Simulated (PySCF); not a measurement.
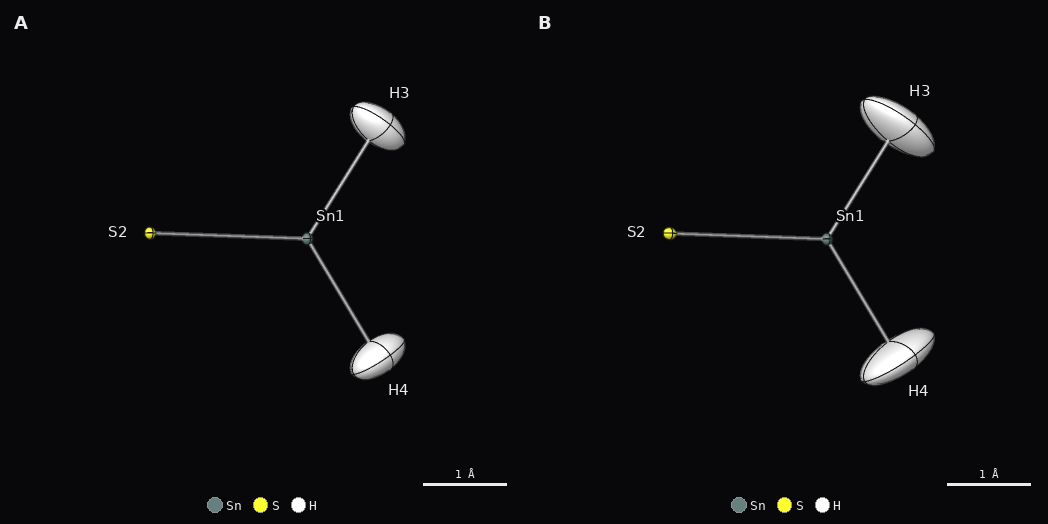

Displacement ellipsoids at the 50 % level, scaled by 1.5, from the internal vibrations of the free molecule (harmonic, no overall translation or rotation; no half-axis is drawn under 0.075 Å). Vibrations computed with RKS-based PBE0, Sn def2-TZVP with ECP28, S def2-TZVP, H def2-TZVP; scalar-relativistic core potentials; density fitting (PySCF 2.14.0). One panel is for 0 K (zero-point motion alone), the other for 600 K.

**Which panel is for 600 K?**

B.

**How much does the mean-square displacement of H3 grow, and why?**

U_eq goes from 0.0187 to 0.0332 Å², a factor of 1.8. The lowest modes (from 423 cm⁻¹) begin to be excited.
